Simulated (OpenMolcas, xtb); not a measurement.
## How methods differ on InHOF2 (SMILES [OH][In]([F])[F])

InHOF2: 5 atoms, total charge 0, spin state singlet. As SMILES, `[OH][In]([F])[F]`. Geometry: a GFN2-xTB relaxation, a rough one for these elements and not checked as a minimum.

Quantity: the dipole moment, in D. The values are calculated.

| level | kind | program | value (D) | CPU time |
| --- | --- | --- | --- | --- |
| GFN2-xTB | semi-empirical | xtb | 2.41 | under 2 s |
| GFN0-xTB | semi-empirical | xtb | 2.11 | under 2 s |
| GFN1-xTB | semi-empirical | xtb | 2.26 | under 2 s |
| HF/STO-3G | Hartree–Fock | OpenMolcas | 0.44 | 4.8 s |
| HF/3-21G | Hartree–Fock | OpenMolcas | 1.46 | 6 s |
| HF/def2-SVP (core potential) | Hartree–Fock | OpenMolcas | 1.57 | 9.3 s |
| PBE/def2-SVPD (core potential) | GGA | OpenMolcas | 1.65 | 64 s |
| PBE0/3-21G | global hybrid | OpenMolcas | 1.53 | 14 s |
| PBE0/def2-SVP (core potential) | global hybrid | OpenMolcas | 1.64 | 27 s |
| PBE0/def2-SVPD (core potential) | global hybrid | OpenMolcas | 1.62 | 55 s |

All-electron rows without a relativistic Hamiltonian named are non-relativistic, while core potentials hold scalar relativity, so basis and relativity change together. The values span 0.44 to 2.41 D. Magnitudes only: a small dipole may point the other way at some levels. Sets without polarisation functions give poor dipoles. Without the sets that lack polarisation functions the rows with a basis span only 1.57 to 1.65 D. Times are those of the runs behind each value, whatever else they computed, on shared processors of several kinds: orders of magnitude only.

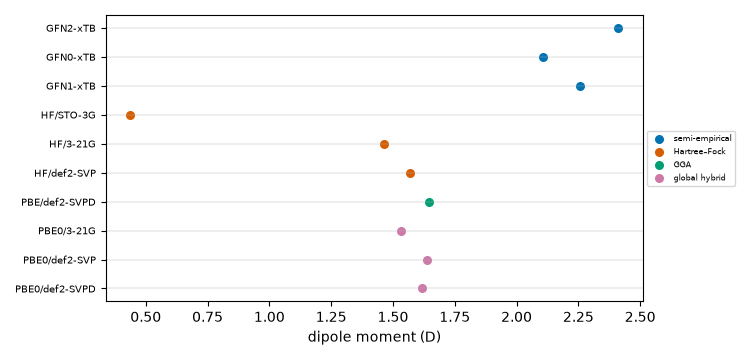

The values of the table, level by level.
